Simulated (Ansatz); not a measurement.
# CH5F2NOSi: molecular dynamics

The plan is to follow the molecule's vibrations and see whether its bonds hold. The start is relaxed first. Runs: 600 steps of 0.5 fs at constant energy, with velocities drawn for 300 K. SMILES of the start: NC(F)O[SiH2]F.

Method: RKS PBE0-D4/STO-3G, in Ansatz 0.2.0.

## (1) The starting structure

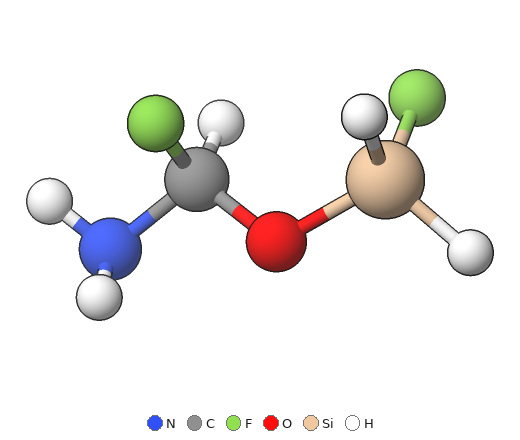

Start, viewed from a chosen angle; nitrogen blue, carbon grey, fluorine green, oxygen red, silicon light orange, hydrogen white.

Structure file:

```xyz
11

N    -0.1413   -1.9781    0.7650
C    -0.1986   -0.5059    0.5818
F     0.7577   -0.0360    1.3730
O     0.2229   -0.1901   -0.7440
Si    0.0481    1.3850   -1.1930
F    -1.3524    1.9799   -0.6420
H     0.7220   -2.2434    0.3659
H    -0.0777   -2.0832    1.7465
H    -1.1549   -0.0688    0.9414
H     1.1562    2.1666   -0.5432
H     0.0833    1.5169   -2.6309
```

## (2) Relaxing the start

File input.yaml:

```yaml
crystal:
  periodic: [false, false, false]
  atoms:
    - { symbol: "N", position_ang: [-0.1413, -1.9781, 0.765] }
    - { symbol: C, position_ang: [-0.1986, -0.5059, 0.5818] }
    - { symbol: F, position_ang: [0.7577, -0.036, 1.373] }
    - { symbol: O, position_ang: [0.2229, -0.1901, -0.744] }
    - { symbol: Si, position_ang: [0.0481, 1.385, -1.193] }
    - { symbol: F, position_ang: [-1.3524, 1.9799, -0.642] }
    - { symbol: H, position_ang: [0.722, -2.2434, 0.3659] }
    - { symbol: H, position_ang: [-0.0777, -2.0832, 1.7465] }
    - { symbol: H, position_ang: [-1.1549, -0.0688, 0.9414] }
    - { symbol: H, position_ang: [1.1562, 2.1666, -0.5432] }
    - { symbol: H, position_ang: [0.0833, 1.5169, -2.6309] }
basis:
  gaussian: { orbitals: STO-3G }
hamiltonian:
  xc: pbe0
  dispersion: d4
relax:
  f_tol: 0.02
  max_steps: 40
scf:
  lower_state_search: "off"
output:
  orbitals: {}
```

Launch:

```
> ansatz run input.yaml --threads 1 --pin off --max-ram 2048MiB --backend cpu --events-out ev --progress --plain --runs-dir out
```

The program printed (excerpt; [...] marks lines left out):

```text
Warning: RAYON_NUM_THREADS=1 ignored (pool sized by the plan → 1); use --threads N
[...]
Functional definition: PBE0
[...]
581 factors; integrals over basis functions are off by at most 1.1e-5 eV
[...]
mean field -17723.06659295 eV, -651.3106841651 hartree, gradient 9.9e-6 eV, S^2 0.000000; 0 other end points of the search recorded, 0 dependent functions left out
[...]
reference -17723.06660922 eV, -651.3106847629 hartree; 29, 29 occupied and 10, 10 virtual orbitals, 581 factors
relax step   1: F+E_penalty+E_count = -17723.24125468 eV  Δ(F+E_penalty+E_count) = +0.000e0 eV  max|allowed force component| = 4.460e0 eV/Å  Δτ_max = 0.0000 Å  (12 SCF iters, accepted)
[...]
relax step   3: F+E_penalty+E_count = -17724.05955234 eV  Δ(F+E_penalty+E_count) = -6.062e-2 eV  max|allowed force component| = 4.401e-1 eV/Å  Δτ_max = 0.0355 Å  (18 SCF iters, accepted)
[...]
relax step   5: F+E_penalty+E_count = -17724.06955919 eV  Δ(F+E_penalty+E_count) = -1.589e-3 eV  max|allowed force component| = 1.038e-1 eV/Å  Δτ_max = 0.0370 Å  (18 SCF iters, accepted)
[...]
relax step   7: F+E_penalty+E_count = -17724.07392873 eV  Δ(F+E_penalty+E_count) = -1.159e-3 eV  max|allowed force component| = 4.856e-2 eV/Å  Δτ_max = 0.0338 Å  (17 SCF iters, accepted)
[...]
relax step   9: F+E_penalty+E_count = -17724.07435016 eV  Δ(F+E_penalty+E_count) = -4.214e-4 eV  max|allowed force component| = 1.389e-2 eV/Å  Δτ_max = 0.0113 Å  (19 SCF iters, accepted)
[...]
relax step  10: F+E_penalty+E_count = -17724.07462738 eV  Δ(F+E_penalty+E_count) = -2.772e-4 eV  max|allowed force component| = 1.444e-2 eV/Å  Δτ_max = 0.0266 Å  (18 SCF iters, accepted)
Total energy: -17724.07464370 eV, -651.3477293468 hartree
Atom 0 at    -0.200892    -1.984462     0.732489 Å, force     0.000609    -0.007864    -0.006291 eV/Å
Atom 1 at    -0.115657    -0.488202     0.605035 Å, force    -0.009509     0.012502    -0.006806 eV/Å
Atom 2 at     0.946510     0.062781     1.351837 Å, force    -0.001398    -0.002171    -0.001545 eV/Å
Atom 3 at     0.076160    -0.228334    -0.794378 Å, force    -0.000361    -0.004305     0.014444 eV/Å
Atom 4 at     0.026294     1.441603    -1.176232 Å, force     0.000919     0.004698    -0.005514 eV/Å
Atom 5 at    -1.445563     2.022605    -0.758508 Å, force     0.004138    -0.001353    -0.002495 eV/Å
Atom 6 at     0.726255    -2.336985     0.370419 Å, force     0.002639    -0.004416    -0.000053 eV/Å
Atom 7 at    -0.143334    -2.171494     1.770350 Å, force     0.003192     0.000193     0.003233 eV/Å
Atom 8 at    -1.081990    -0.069829     1.012998 Å, force     0.004281     0.003764     0.000376 eV/Å
Atom 9 at     1.049080     2.206349    -0.485781 Å, force    -0.001779    -0.000668     0.003078 eV/Å
Atom 10 at     0.228436     1.488868    -2.607728 Å, force    -0.002732    -0.000380     0.001570 eV/Å
Dipole moment:     0.245375     0.170859     0.123553 e Å
Checks for a lower state left out: stability, starts, cluster_reference, orbital_swaps, neighbouring_geometries, increment
```

Run time: 27 s. Hardware: 1 thread of Arm Neoverse V1, shared host; peak memory 0.16 GiB.

Step by step:

| step | energy from step 1 (eV) | largest force component (eV/Å) |
| --- | --- | --- |
| 1 | 0.0000 | 4.4604 |
| 2 | -0.7577 | 1.2478 |
| 3 | -0.8183 | 0.4401 |
| 4 | -0.8267 | 0.0779 |
| 5 | -0.8283 | 0.1038 |
| 6 | -0.8315 | 0.0758 |
| 7 | -0.8327 | 0.0486 |
| 8x | -0.8323 | 0.1507 |
| 9 | -0.8331 | 0.0139 |
| 10 | -0.8334 | 0.0144 |

Step 1 is the start. 1 step was tried and not accepted (marked x).

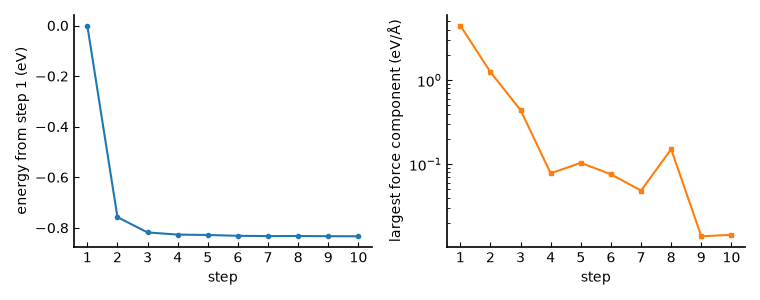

How energy and force went from step to step.

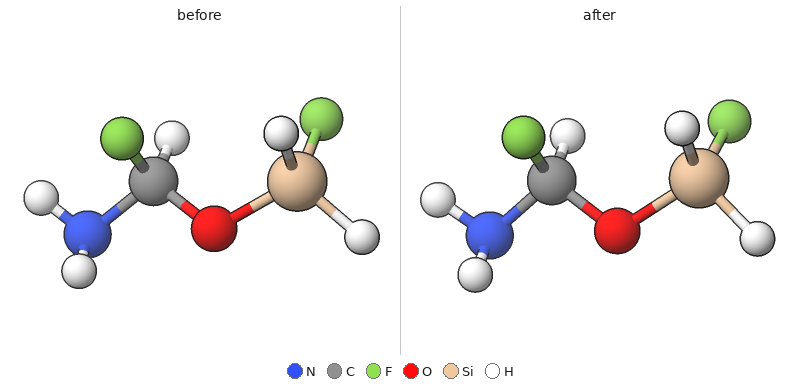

The structure before (left) and after (right), drawn at the same scale.

After: Bond lengths: N1–C2 1.504 Å, C2–F3 1.410 Å, C2–O4 1.436 Å, O4–Si5 1.714 Å, Si5–F6 1.637 Å, N1–H7 1.056 Å, N1–H8 1.056 Å, C2–H9 1.129 Å, Si5–H10 1.452 Å, Si5–H11 1.446 Å. Angles (14 of 16 angles, heavy atoms first): N1–C2–F3 112.7°, N1–C2–O4 105.7°, F3–C2–O4 110.2°, C2–O4–Si5 112.9°, O4–Si5–F6 108.4°, N1–C2–H9 106.8°, F3–C2–H9 108.0°, O4–C2–H9 113.5°, C2–N1–H7 104.7°, C2–N1–H8 104.9°, O4–Si5–H10 112.8°, O4–Si5–H11 104.4°, F6–Si5–H10 109.0°, F6–Si5–H11 111.5°.

## (3) Dynamics

600 steps of 0.5 fs at constant energy, with velocities drawn for 300 K, from the relaxed start.

File input.yaml:

```yaml
crystal:
  periodic: [false, false, false]
  atoms:
    - { symbol: "N", position_ang: [-0.200892, -1.984462, 0.732489] }
    - { symbol: C, position_ang: [-0.115657, -0.488202, 0.605035] }
    - { symbol: F, position_ang: [0.94651, 0.062781, 1.351837] }
    - { symbol: O, position_ang: [0.07616, -0.228334, -0.794378] }
    - { symbol: Si, position_ang: [0.026294, 1.441603, -1.176232] }
    - { symbol: F, position_ang: [-1.445563, 2.022605, -0.758508] }
    - { symbol: H, position_ang: [0.726255, -2.336985, 0.370419] }
    - { symbol: H, position_ang: [-0.143334, -2.171494, 1.77035] }
    - { symbol: H, position_ang: [-1.08199, -0.069829, 1.012998] }
    - { symbol: H, position_ang: [1.04908, 2.206349, -0.485781] }
    - { symbol: H, position_ang: [0.228436, 1.488868, -2.607728] }
basis:
  gaussian: { orbitals: STO-3G }
hamiltonian:
  xc: pbe0
  dispersion: d4
md:
  timestep: 0.5
  n_steps: 600
  ensemble: nve
  temperature: 300.0
  initial_velocities: maxwell_boltzmann
  seed: 302740
scf:
  lower_state_search: "off"
```

Launch:

```
> ansatz run input.yaml --threads 1 --pin off --max-ram 2048MiB --backend cpu --events-out ev --progress --plain --runs-dir out
```

The program printed (excerpt; [...] marks lines left out):

```text
Warning: RAYON_NUM_THREADS=1 ignored (pool sized by the plan → 1); use --threads N
[...]
Functional definition: PBE0
[...]
580 factors; integrals over basis functions are off by at most 1.3e-5 eV
[...]
mean field -17723.90219237 eV, -651.3413918771 hartree, gradient 3.4e-6 eV, S^2 0.000000; 0 other end points of the search recorded, 0 dependent functions left out
[...]
reference -17723.90220873 eV, -651.3413924786 hartree; 29, 29 occupied and 10, 10 virtual orbitals, 580 factors
md step     0: t =     0.00 fs  T =   300.0 K  F+E_penalty+E_count = -17724.07460374 eV  E_kin = 0.349002 eV  conserved = -17723.72560175 eV  (13 SCF iters)
[...]
md step    20: t =    10.00 fs  T =   192.2 K  F+E_penalty+E_count = -17723.94851795 eV  E_kin = 0.223548 eV  conserved = -17723.72497035 eV  (19 SCF iters)
[...]
md step    40: t =    20.00 fs  T =   142.0 K  F+E_penalty+E_count = -17723.88962214 eV  E_kin = 0.165139 eV  conserved = -17723.72448337 eV  (19 SCF iters)
[...]
md step    60: t =    30.00 fs  T =   155.8 K  F+E_penalty+E_count = -17723.90535484 eV  E_kin = 0.181230 eV  conserved = -17723.72412499 eV  (19 SCF iters)
[...]
md step    78: t =    39.00 fs  T =   179.3 K  F+E_penalty+E_count = -17723.93284926 eV  E_kin = 0.208601 eV  conserved = -17723.72424788 eV  (13 SCF iters)
md step    79: t =    39.50 fs  T =   165.5 K  F+E_penalty+E_count = -17723.91651720 eV  E_kin = 0.192528 eV  conserved = -17723.72398891 eV  (13 SCF iters)
```

## (4) More of the same log: dynamics from the start

The log, continued (excerpt; [...] marks lines left out):

```text
md step    80: t =    40.00 fs  T =   159.5 K  F+E_penalty+E_count = -17723.90946086 eV  E_kin = 0.185516 eV  conserved = -17723.72394448 eV  (13 SCF iters)
[...]
md step   106: t =    53.00 fs  T =   133.9 K  F+E_penalty+E_count = -17723.88008401 eV  E_kin = 0.155737 eV  conserved = -17723.72434725 eV  (13 SCF iters)
[...]
md step   132: t =    66.00 fs  T =   168.3 K  F+E_penalty+E_count = -17723.92068453 eV  E_kin = 0.195814 eV  conserved = -17723.72487010 eV  (19 SCF iters)
[...]
md step   158: t =    79.00 fs  T =   163.7 K  F+E_penalty+E_count = -17723.91521616 eV  E_kin = 0.190424 eV  conserved = -17723.72479218 eV  (19 SCF iters)
[...]
md step   183: t =    91.50 fs  T =   154.5 K  F+E_penalty+E_count = -17723.90408642 eV  E_kin = 0.179786 eV  conserved = -17723.72430067 eV  (13 SCF iters)
md step   184: t =    92.00 fs  T =   153.7 K  F+E_penalty+E_count = -17723.90316097 eV  E_kin = 0.178781 eV  conserved = -17723.72437999 eV  (13 SCF iters)
```

## (5) More of the same log: dynamics from the start

The log, continued (excerpt; [...] marks lines left out):

```text
md step   185: t =    92.50 fs  T =   154.9 K  F+E_penalty+E_count = -17723.90477209 eV  E_kin = 0.180217 eV  conserved = -17723.72455465 eV  (13 SCF iters)
[...]
md step   206: t =   103.00 fs  T =   159.5 K  F+E_penalty+E_count = -17723.91026472 eV  E_kin = 0.185513 eV  conserved = -17723.72475147 eV  (19 SCF iters)
[...]
md step   227: t =   113.50 fs  T =   102.4 K  F+E_penalty+E_count = -17723.84366615 eV  E_kin = 0.119112 eV  conserved = -17723.72455412 eV  (19 SCF iters)
[...]
md step   248: t =   124.00 fs  T =   145.9 K  F+E_penalty+E_count = -17723.89387282 eV  E_kin = 0.169695 eV  conserved = -17723.72417781 eV  (13 SCF iters)
[...]
md step   599: t =   299.50 fs  T =   285.2 K  F+E_penalty+E_count = -17724.05675374 eV  E_kin = 0.331815 eV  conserved = -17723.72493832 eV  (19 SCF iters)
[...]
Atom 2 at    -0.136743     0.436261     1.180871 Å, force     0.150036    -0.363083    -0.230387 eV/Å
Atom 3 at    -0.572035    -0.413504    -0.901211 Å, force     0.183570     0.186561     0.325785 eV/Å
Atom 4 at     0.126696     1.145499    -1.112308 Å, force     0.634601     0.142967    -1.033243 eV/Å
Atom 5 at    -0.680428     2.347372    -0.373278 Å, force    -0.313905     0.204687     0.027266 eV/Å
Atom 6 at     1.706224    -1.313983     0.392314 Å, force     0.627710     0.335013     0.189214 eV/Å
Atom 7 at     0.808768    -2.106927     1.569178 Å, force     0.281252    -0.207962     1.298427 eV/Å
Atom 8 at    -1.205444    -1.349790     0.871736 Å, force    -0.327931     0.243016     0.108062 eV/Å
Atom 9 at     1.539208     1.223261    -0.759218 Å, force    -0.173416    -0.147584     0.114774 eV/Å
Atom 10 at     0.055217     1.307102    -2.572717 Å, force    -0.141186     0.015268     0.585277 eV/Å
Dipole moment:     0.217206     0.050060     0.288849 e Å
Checks for a lower state left out: stability, starts, cluster_reference, orbital_swaps, neighbouring_geometries, increment
```

Run time: 19 min. Hardware: 1 thread of Arm Neoverse V1, shared host; peak memory 0.094 GiB.

## (6) The trajectory

One step in 31; energies are changes from step 0:

| time (fs) | T (K) | potential energy change (meV/atom) | total energy change (meV/atom) |
| --- | --- | --- | --- |
| 0.0 | 300 | 0.0 | 0.00 |
| 15.5 | 121 | 19.1 | 0.14 |
| 31.0 | 164 | 14.5 | 0.11 |
| 46.5 | 183 | 12.4 | 0.07 |
| 62.0 | 185 | 12.2 | 0.07 |
| 77.5 | 134 | 17.7 | 0.15 |
| 93.0 | 156 | 15.3 | 0.08 |
| 108.5 | 172 | 13.6 | 0.06 |
| 124.0 | 146 | 16.4 | 0.13 |
| 139.5 | 174 | 13.4 | 0.11 |
| 155.0 | 157 | 15.2 | 0.03 |
| 170.5 | 194 | 11.4 | 0.14 |
| 186.0 | 178 | 13.0 | 0.10 |
| 201.5 | 254 | 4.9 | 0.05 |
| 217.0 | 207 | 9.9 | 0.13 |
| 232.5 | 229 | 7.6 | 0.09 |
| 248.0 | 200 | 10.6 | 0.05 |
| 263.5 | 242 | 6.3 | 0.14 |
| 279.0 | 244 | 6.0 | 0.07 |
| 294.5 | 228 | 7.7 | 0.08 |
| 300.0 | 272 | 3.1 | 0.10 |

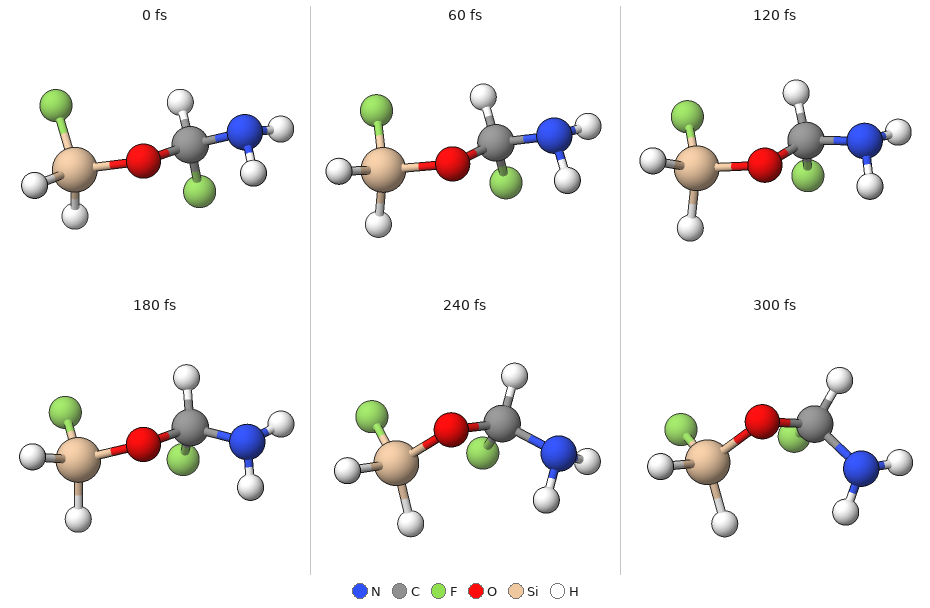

The system at six times, viewed from a free direction. Sticks join atoms within a bonding distance in each frame.

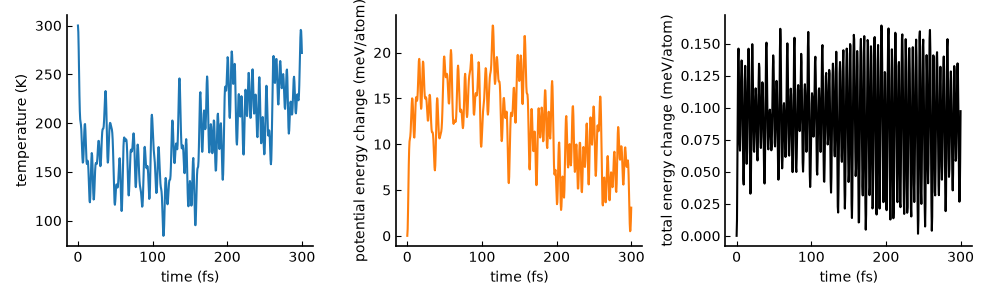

Time series of the run, each on its own scale.

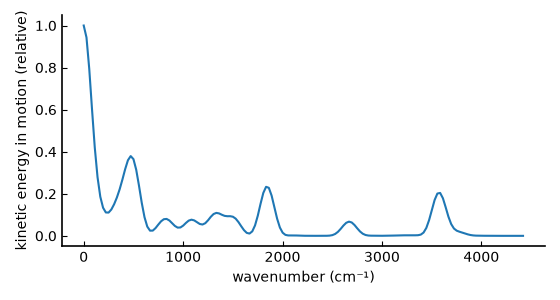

Power spectrum of the mass-weighted velocities; a run of 300 fs resolves no finer than about 220 cm⁻¹.

## (7) Snapshots as a file

Positions (Å) and forces (eV/Å):

```xyz
11
time_fs=37.5 T=228 dE=0.0844
N    -0.181   -1.965    0.708    0.189   -0.621    0.635
C    -0.128   -0.480    0.530   -0.866   -0.428    1.211
F     0.827    0.162    1.354   -0.147   -0.067   -0.121
O     0.150   -0.267   -0.833    0.148    0.382   -0.962
Si    0.015    1.397   -1.223    0.409    0.297   -0.296
F    -1.359    2.005   -0.584   -0.136   -0.035    0.044
H     0.814   -2.291    0.664    0.439   -0.119   -0.395
H    -0.381   -2.132    1.738   -0.239    0.280   -0.229
H    -1.172   -0.160    0.841    0.299    0.416   -0.009
H     1.151    2.136   -0.700   -0.052    0.027    0.013
H     0.011    1.489   -2.671   -0.044   -0.131    0.110
11
time_fs=75.0 T=187 dE=0.1320
N    -0.122   -1.994    0.755    0.315   -0.554    0.680
C    -0.193   -0.514    0.509    0.399    1.005    0.063
F     0.686    0.210    1.346    0.285    0.025    0.157
O     0.149   -0.241   -0.858    0.039   -0.681   -0.256
Si    0.030    1.416   -1.298    0.068   -0.487    0.085
F    -1.248    1.949   -0.447   -0.304    0.533    0.121
H     0.886   -2.285    0.612    0.036    0.303   -0.650
H    -0.131   -2.064    1.819   -0.566    0.145   -0.267
H    -1.223   -0.164    0.798   -0.259   -0.263   -0.181
H     1.248    2.143   -0.970   -0.132    0.037   -0.015
H    -0.223    1.458   -2.734    0.118   -0.063    0.263
11
time_fs=112.5 T=124 dE=0.2055
N    -0.048   -1.965    0.679    0.753   -1.169    0.415
C    -0.210   -0.498    0.491    0.474   -0.289   -0.430
F     0.577    0.317    1.339   -0.116   -0.199   -0.180
O     0.184   -0.323   -0.891   -0.372   -0.365    0.609
Si   -0.001    1.316   -1.259    0.469    1.169   -0.964
F    -1.169    2.047   -0.381   -0.096   -0.095    0.170
H     0.956   -2.227    0.430   -0.519    0.614   -0.468
H    -0.012   -2.198    1.703   -0.608    0.392    0.414
H    -1.291   -0.213    0.644    0.004   -0.219    0.309
H     1.287    1.944   -0.995   -0.202    0.201   -0.147
H    -0.362    1.397   -2.673    0.213   -0.040    0.273
11
time_fs=150.0 T=141 dE=0.1859
N     0.107   -2.063    0.803    0.999    0.009   -0.509
C    -0.255   -0.614    0.475    0.378    0.473    0.623
F     0.468    0.301    1.283   -0.208   -0.070    0.061
O     0.041   -0.286   -0.894   -0.096   -1.018   -0.110
Si    0.034    1.386   -1.304    0.000   -0.468    0.053
F    -1.092    2.080   -0.355   -0.111    0.368    0.121
H     1.166   -2.132    0.717   -0.245    0.200   -0.641
H     0.062   -2.158    1.855   -0.757    0.442    0.104
H    -1.353   -0.551    0.747    0.100    0.227   -0.196
H     1.354    1.985   -1.141   -0.202   -0.030    0.087
H    -0.354    1.462   -2.716    0.142   -0.132    0.406
11
time_fs=187.5 T=210 dE=0.1053
N     0.264   -1.967    0.686    0.024   -1.226    0.971
C    -0.281   -0.618    0.468    0.036    0.253    0.646
F     0.382    0.383    1.242   -0.200   -0.124   -0.563
O    -0.092   -0.392   -0.928   -0.352    0.284   -0.101
Si    0.049    1.281   -1.199    0.627    1.105   -0.707
F    -1.035    2.179   -0.363   -0.071   -0.189    0.060
H     1.300   -1.860    0.746    0.601    0.173   -0.493
H     0.058   -2.246    1.683   -0.450    0.096   -0.051
H    -1.362   -0.608    0.794   -0.016   -0.112   -0.174
H     1.400    1.724   -0.872   -0.191   -0.001   -0.033
H    -0.155    1.494   -2.636   -0.008   -0.258    0.445
11
time_fs=225.0 T=231 dE=0.0808
N     0.431   -2.017    0.751   -0.861    0.255    0.154
C    -0.292   -0.727    0.478   -0.603   -0.063   -0.919
F     0.246    0.440    1.059    0.550    0.409    0.776
O    -0.338   -0.397   -0.917    0.522    0.354   -0.504
Si    0.141    1.292   -1.107   -0.382   -0.849   -0.220
F    -0.991    2.227   -0.383    0.086    0.090    0.052
H     1.405   -1.991    0.397    0.674    0.475   -0.605
H     0.563   -2.016    1.785   -0.090   -0.241    0.603
H    -1.340   -0.861    0.879    0.195   -0.165    0.220
H     1.496    1.694   -0.731   -0.228   -0.177   -0.101
H    -0.008    1.446   -2.562    0.138   -0.088    0.543
11
time_fs=262.5 T=262 dE=0.0454
N     0.605   -1.830    0.660   -0.399   -0.649   -0.950
C    -0.374   -0.762    0.443   -0.018    0.317    0.531
F     0.104    0.471    1.036   -0.353   -0.026    0.009
O    -0.466   -0.441   -0.935   -0.037    0.327    0.119
Si    0.159    1.184   -1.026   -0.025    0.196   -0.949
F    -0.866    2.274   -0.372   -0.097    0.125    0.047
H     1.476   -1.468    0.230    0.810   -0.056   -0.161
H     0.785   -1.905    1.669    0.230   -0.105    1.157
H    -1.333   -1.048    0.958   -0.080    0.042   -0.211
H     1.543    1.449   -0.642   -0.163   -0.193   -0.152
H     0.066    1.337   -2.488    0.130    0.023    0.559
11
time_fs=300.0 T=272 dE=0.0338
N     0.805   -1.780    0.600   -1.468    0.834   -1.684
C    -0.336   -0.778    0.460    0.547   -1.243    0.299
F    -0.137    0.436    1.181    0.150   -0.363   -0.230
O    -0.572   -0.413   -0.901    0.184    0.187    0.326
Si    0.127    1.145   -1.112    0.635    0.143   -1.033
F    -0.680    2.347   -0.373   -0.314    0.205    0.027
H     1.706   -1.314    0.392    0.628    0.335    0.189
H     0.809   -2.107    1.569    0.281   -0.208    1.298
H    -1.205   -1.350    0.872   -0.328    0.243    0.108
H     1.539    1.223   -0.759   -0.173   -0.148    0.115
H     0.055    1.307   -2.573   -0.141    0.015    0.585
```

## (8) Outcome

| quantity | value |
| --- | --- |
| relaxation of the start | 8 moves, 0.833 eV lower |
| length | 600 steps of 0.5 fs |
| temperature, first and last step | 300 and 272 K |
| temperature, second half | mean 210 K, from 95 to 296 K |
| potential energy, second half | +10 meV/atom from the start |
| largest change of the total energy | 0.16 meV/atom |
| bonds formed or broken | 0 |

In words: The temperature starts at 300 K and averages 210 K in the second half, where it ranges from 95 to 296 K. The total energy strays from its start by at most 0.16 meV/atom, 0.8 % of the mean kinetic energy, which is good for a step of 0.5 fs. No bond forms or breaks. Averages from a run of 300 fs with 11 atoms are rough. The nuclei move classically, without zero-point motion, which matters most for hydrogen. The basis is very small, so the numbers are rough.
